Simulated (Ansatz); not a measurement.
Fields on a plane of Pd (fcc, Cu type)

```
Pd
1.0
    0.00000     1.95417     1.95417
    1.95417     0.00000     1.95417
    1.95417     1.95417     0.00000
Pd
1
Cartesian
  0.00000   0.00000   0.00000
```

The slice is a {110} plane (indices of the conventional cell) through the point (0.000, 0.000, 0.000) (fractional), spanned by u = [100] and v = [1 -1 -1] in vectors of this cell: u (2.76 Å) and v (3.91 Å, at 90° to u). It covers one period; positions are fractions (u, v).

Atoms on it: Pd at (0.00, 0.00).

Level of theory: r2SCAN (plane waves to 500 eV, PAW, scalar-relativistic; Ansatz, a first-principles code). k mesh 20×20×20. Near the nuclei the fields are pseudised (PAW); where an atom keeps semicore shells as valence, they peak there. Pd is run without spin polarisation. Pd was relaxed with its symmetry unable to fall.

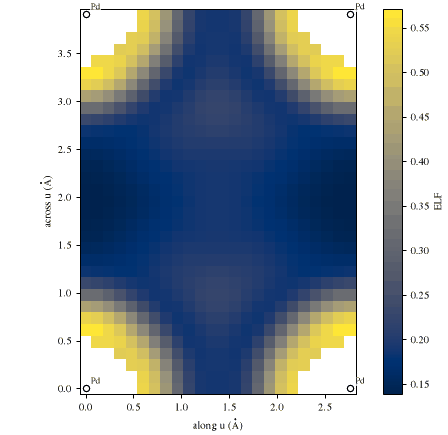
Figure. Electron localisation function (ELF), one period of the plane, atoms marked. Points within 0.5 Å of a nucleus are left white, as the pseudised field means little there.

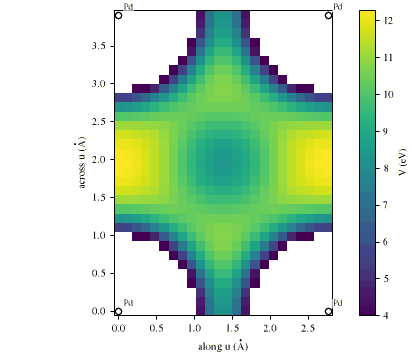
Electrostatic potential energy of an electron, from the cell's mean, in eV, one period of the plane, atoms marked. Points within 1 Å of a nucleus are left white, as the pseudised field means little there. Values under 4 eV are set to 4. The zero, the cell's mean, hangs on the PAW cores.

The density on the Pd–Pd line (2.76 Å) at its midpoint is 0.29 e/Å³ and the ELF at that point is 0.2.
